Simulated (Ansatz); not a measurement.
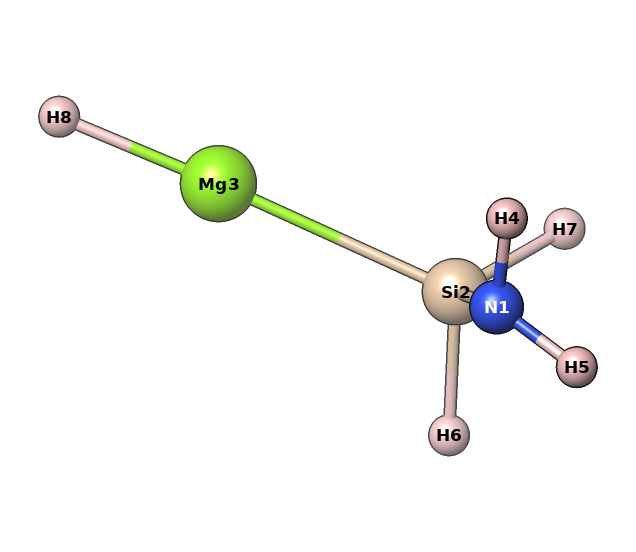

Si2 lies behind N1. The molecule seen a little off the N1–Si2 bond, N1 in front. Atoms fade into the background with distance from the viewer. Computed geometry: PBE-D4/def2-SVP optimisation. No frequency run is at hand to confirm it as a minimum.

Q: What is the torsion angle H4–N1–Si2–Mg3? The sign is positive where the front bond must turn clockwise to cover the back bond.

A: −65°, synclinal (gauche).
